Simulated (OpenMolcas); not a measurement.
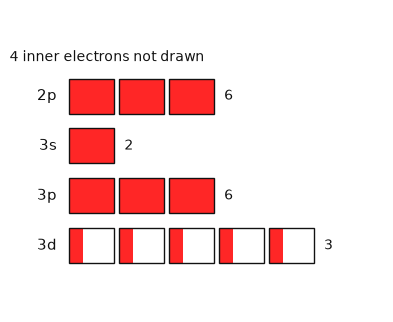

The outer shells of the leading configuration of the lowest level: a box for each of the 2l + 1 orbitals, shaded by the share of the shell that is filled, with the electron count at the right.

# V²⁺ complex: multiconfigurational calculation (part 1 of 2)

- system: V²⁺ with 4 ligands (S; tetrahedron, 2.61 Å), neutralised by 4 outer point charges of +1.5 e, whose field is part of the energies.
- method: state-averaged CASSCF, active space 3 electrons in the shell 3d, basis ANO-RCC-VTZP on the metal and ANO-RCC-VDZP on the ligands, DKH2 scalar Hamiltonian, spin-orbit coupling by RASSI with atomic mean-field integrals (OpenMolcas)

### The input
```
&GATEWAY
Coord
5

V 0.0 0.0 0.0
S 1.506884 1.506884 1.506884
S 1.506884 -1.506884 -1.506884
S -1.506884 1.506884 -1.506884
S -1.506884 -1.506884 1.506884
Basis=V.ANO-RCC-VTZP,S.ANO-RCC-VDZP
Group=NoSym
NoMove
AngMom=0.0 0.0 0.0
AMFI
RICD
XField
4 Angstrom 0
3.007995 3.007995 3.007995 1.500000
3.007995 -3.007995 -3.007995 1.500000
-3.007995 3.007995 -3.007995 1.500000
-3.007995 -3.007995 3.007995 1.500000
&SEWARD
&RASSCF
FileOrb=start.orb
Symmetry=1
Spin=4
nActEl=3 0 0
Inactive=45
Ras2=5
CIRoot=10 10 1
SDav=10
CIMx=300
Iter=150 100
PrWF=0.3
OrbListing=Nothing
MaxOrb=0
LevShft=1.0
>>> COPY $Project.JobIph JOB001
&RASSCF
FileOrb=start.orb
Symmetry=1
Spin=2
nActEl=3 0 0
Inactive=45
Ras2=5
CIRoot=40 40 1
SDav=40
CIMx=300
Iter=150 100
PrWF=0.3
OrbListing=Nothing
MaxOrb=0
LevShft=1.0
>>> COPY $Project.JobIph JOB002
&RASSI
NrOfJobIphs=2 10 40
1 2 3 4 5 6 7 8 9 10
1 2 3 4 5 6 7 8 9 10 11 12 13 14 15 16 17 18 19 20 21 22 23 24 25 26 27
28 29 30 31 32 33 34 35 36 37 38 39 40
IphNames
JOB001
JOB002
EJob
SpinOrbit
DIPRint=1.0
SOCoupling=1000.0
Subsets=2
Property=9
'ANGMOM' 1 'ANGMOM' 2 'ANGMOM' 3 'MLTPL  1' 1 'MLTPL  1' 2 'MLTPL  1' 3
'AMFI' 1 'AMFI' 2 'AMFI' 3
SOProperty=3
'ANGMOM' 1 'ANGMOM' 2 'ANGMOM' 3
```

The file start.orb holds starting orbitals from an earlier step. A driver script formed the levels outside the program, from RASSI's spin-orbit matrix and the active-space energies, averaged over the components of each term or state.

Run as:
```bash
OMP_NUM_THREADS=1 MOLCAS_MEM=2457 MOLCAS_PROJECT=a pymolcas a.inp > a.log  # once for each step of the input, in one work folder
```

### Output (extracts)
```
--- SEWARD ---
Basis set label: V.ANO-RCC...6S5P3D2F1G.

      Electronic valence basis set:
      ------------------
      Associated Effective Charge  23.000000 au
      Associated Actual Charge     23.000000 au
      Nuclear Model: Point charge

      Shell  nPrim  nBasis  Cartesian Spherical Contaminant
         s      21       6        X
         p      15       5        X
         d      10       3                 X
         f       6       2                 X
         g       4       1                 X
                  Relativistic Douglas-Kroll-Hess integrals:
                    - DKH order of Hamiltonian: 2
                    - DKH order of Properties : 0
                  Atomic mean-field integrals
--- RASSCF ---
Wave function specifications:
      -----------------------------

      Number of closed shell electrons          90
      Number of electrons in active shells       3
      Max number of holes in RAS1 space          0
      Max nr of electrons in RAS3 space          0
      Number of inactive orbitals               45
      Number of active orbitals                  5
      Number of secondary orbitals              81
      Spin quantum number                      1.5
      State symmetry                             1
Orbital specifications:
      -----------------------

      Symmetry species                           1
                                                 a
      Frozen orbitals                            0
      Inactive orbitals                         45
      Active orbitals                            5
      RAS1 orbitals                              0
      RAS2 orbitals                              5
      RAS3 orbitals                              0
      Secondary orbitals                        81
      Deleted orbitals                           0
      Number of basis functions                131
      Number of CSFs                            10
      Number of root(s) required                10
      Iter CI   SX   CI       RASSCF       Energy    max ROT     max BLB   max BLB  Level Ln srch  Step   QN
          iter iter root      energy       change     param      element    value   shift minimum  type update
 Nr of preliminary CI iterations:   1
      Total energies have been shifted. Add                -2000.00 au
        1   1   14    0  -544.17526612    0.00E+00  -7.25E-02   27 108 1 -2.92E-01*  0.94   0.00    SX    NO
        2   1   14    0  -544.90399047   -7.29E-01* -4.45E-02   18  99 1 -1.58E-01*  0.97   0.00    SX    NO
        3   1   14    0  -545.13382489   -2.30E-01* -2.20E-02   18  99 1 -7.20E-02*  0.96   0.00    SX    NO
        4   1   14    0  -545.20278819   -6.90E-02* -1.01E-02   18  99 1 -3.10E-02*  0.95   0.00    SX    NO
        5   1   13    0  -545.22957981   -2.68E-02* -1.24E-02   25 108 1 -1.87E-02*  0.94   2.50    LS   YES
        6   1   13    0  -545.24802020   -1.84E-02* -9.89E-03   27 107 1 -1.42E-02*  0.93   1.63    QN   YES
        7   1   13    0  -545.25810283   -1.01E-02* -7.21E-03   14  97 1  1.38E-02*  0.92   1.82    LS   YES
        8   1   13    0  -545.26066924   -2.57E-03*  4.21E-03   14  97 1  1.68E-02*  0.92   1.13    QN   YES
        9   1   13    0  -545.26413385   -3.46E-03*  4.63E-03   14  97 1  7.96E-03*  0.91   2.18    LS   YES
       10   1   12    0  -545.26556069   -1.43E-03*  1.58E-03   39 123 1 -7.67E-03*  0.91   1.08    QN   YES
        ...
       19   1    7    0  -545.26609794   -1.56E-07* -1.82E-05   12  96 1 -4.06E-05   0.91   1.56    LS   YES
       20   1    7    0  -545.26609799   -5.78E-08* -1.22E-05    9  70 1  5.31E-05   0.91   1.00    QN   YES
       21   1    6    0  -545.26609801   -1.66E-08* -1.83E-05   18  51 1 -1.53E-05   0.91   2.50    LS   YES
       22   1    7    0  -545.26609802   -5.22E-09   1.45E-05    9  70 1 -6.15E-05   0.91   0.69    QN   YES
      Convergence after 22 iterations
       23   1    7    0  -545.26609802   -2.50E-09   1.45E-05   17  99 1  4.58E-06   0.91   0.69    QN   YES
      Natural orbitals and occupation numbers for root  1
      sym 1:   0.024187   0.975813   1.000000   0.975813   0.024187
      Natural orbitals and occupation numbers for root  2
      sym 1:   0.101871   0.898129   0.898129   0.101871   1.000000
      Natural orbitals and occupation numbers for root  3
      sym 1:   0.961684   0.038316   0.038316   0.961684   1.000000
::    RASSCF root number  1 Total energy:  -2545.28791198
::    RASSCF root number  2 Total energy:  -2545.28791198
::    RASSCF root number  3 Total energy:  -2545.28791198
::    RASSCF root number  4 Total energy:  -2545.28400603
::    RASSCF root number  5 Total energy:  -2545.28400603
::    RASSCF root number  6 Total energy:  -2545.28400603
::    RASSCF root number  7 Total energy:  -2545.27923215
::    RASSCF root number  8 Total energy:  -2545.22199802
::    RASSCF root number  9 Total energy:  -2545.22199802
::    RASSCF root number 10 Total energy:  -2545.22199802
--- RASSCF ---
Wave function specifications:
      -----------------------------

      Number of closed shell electrons          90
      Number of electrons in active shells       3
      Max number of holes in RAS1 space          0
      Max nr of electrons in RAS3 space          0
      Number of inactive orbitals               45
      Number of active orbitals                  5
      Number of secondary orbitals              81
      Spin quantum number                      0.5
      State symmetry                             1
Orbital specifications:
      -----------------------

      Symmetry species                           1
                                                 a
      Frozen orbitals                            0
      Inactive orbitals                         45
      Active orbitals                            5
      RAS1 orbitals                              0
      RAS2 orbitals                              5
      RAS3 orbitals                              0
      Secondary orbitals                        81
      Deleted orbitals                           0
      Number of basis functions                131
      Number of CSFs                            40
      Number of root(s) required                40
      Iter CI   SX   CI       RASSCF       Energy    max ROT     max BLB   max BLB  Level Ln srch  Step   QN
          iter iter root      energy       change     param      element    value   shift minimum  type update
 Nr of preliminary CI iterations:   1
      Total energies have been shifted. Add                -2000.00 au
        1   1   12    0  -545.17482245    0.00E+00  -1.09E-02   46  55 1 -1.06E-02*  0.93   0.00    SX    NO
        2   1   12    0  -545.17588940   -1.07E-03*  4.55E-03   26  92 1  7.48E-03*  0.92   0.00    SX    NO
        3   1   11    0  -545.17622569   -3.36E-04* -2.91E-03   46  55 1 -2.48E-03*  0.92   0.00    SX    NO
        4   1   11    0  -545.17635867   -1.33E-04* -1.73E-03   37  46 1 -1.70E-03*  0.92   0.00    SX    NO
        5   1   10    0  -545.17641569   -5.70E-05* -2.56E-03   37  46 1 -1.21E-03*  0.92   2.50    LS   YES
        6   1    9    0  -545.17645794   -4.23E-05* -7.87E-04   37  46 1 -5.04E-04*  0.92   1.35    QN   YES
        7   1    9    0  -545.17646297   -5.03E-06* -1.83E-04   28  68 1  2.24E-04*  0.92   1.18    QN   YES
        8   1    8    0  -545.17646372   -7.43E-07* -1.07E-04   28  68 1  1.13E-04*  0.92   1.58    LS   YES
        9   1    8    0  -545.17646387   -1.51E-07*  1.08E-04   36  52 1  5.83E-05   0.92   1.02    QN   YES
       10   1    7    0  -545.17646397   -1.06E-07*  3.89E-05   36  52 1  3.46E-05   0.92   1.35    QN   YES
       11   1    6    0  -545.17646399   -2.08E-08* -1.33E-05   36  52 1  1.54E-05   0.92   1.16    QN   YES
       12   1    6    0  -545.17646400   -5.08E-09  -7.75E-06   36  52 1  6.26E-06   0.92   1.18    QN   YES
      Convergence after 12 iterations
       13   1    6    0  -545.17646400    8.19E-10  -7.75E-06   34  96 1  3.49E-06   0.92   1.18    QN   YES
      Natural orbitals and occupation numbers for root  1
      sym 1:   1.178731   0.717025   0.345341   0.428732   0.330172
      Natural orbitals and occupation numbers for root  2
      sym 1:   0.390822   1.178731   0.405991   0.307431   0.717025
      Natural orbitals and occupation numbers for root  3
      sym 1:   0.823993   0.661386   0.480140   0.540998   0.493482
::    RASSCF root number  1 Total energy:  -2545.22278035
::    RASSCF root number  2 Total energy:  -2545.22278035
::    RASSCF root number  3 Total energy:  -2545.22202505
::    RASSCF root number  4 Total energy:  -2545.22202505
::    RASSCF root number  5 Total energy:  -2545.22202505
::    RASSCF root number  6 Total energy:  -2545.22183228
::    RASSCF root number  7 Total energy:  -2545.22183228
::    RASSCF root number  8 Total energy:  -2545.22183228
::    RASSCF root number  9 Total energy:  -2545.22121647
::    RASSCF root number 10 Total energy:  -2545.20257009
::    RASSCF root number 11 Total energy:  -2545.20257009
::    RASSCF root number 12 Total energy:  -2545.20257009
::    RASSCF root number 13 Total energy:  -2545.20222119
::    RASSCF root number 14 Total energy:  -2545.20222119
::    RASSCF root number 15 Total energy:  -2545.20222118
::    RASSCF root number 16 Total energy:  -2545.20133260
::    RASSCF root number 17 Total energy:  -2545.20133260
::    RASSCF root number 18 Total energy:  -2545.20076558
::    RASSCF root number 19 Total energy:  -2545.20076558
::    RASSCF root number 20 Total energy:  -2545.20076558
::    RASSCF root number 21 Total energy:  -2545.19825764
::    RASSCF root number 22 Total energy:  -2545.19825764
::    RASSCF root number 23 Total energy:  -2545.19825764
::    RASSCF root number 24 Total energy:  -2545.19422681
::    RASSCF root number 25 Total energy:  -2545.19422681
::    RASSCF root number 26 Total energy:  -2545.19295463
::    RASSCF root number 27 Total energy:  -2545.19295463
::    RASSCF root number 28 Total energy:  -2545.19295463
::    RASSCF root number 29 Total energy:  -2545.14069341
::    RASSCF root number 30 Total energy:  -2545.14069341
```

(Continued in part 2.) Outcome of the run: converged.
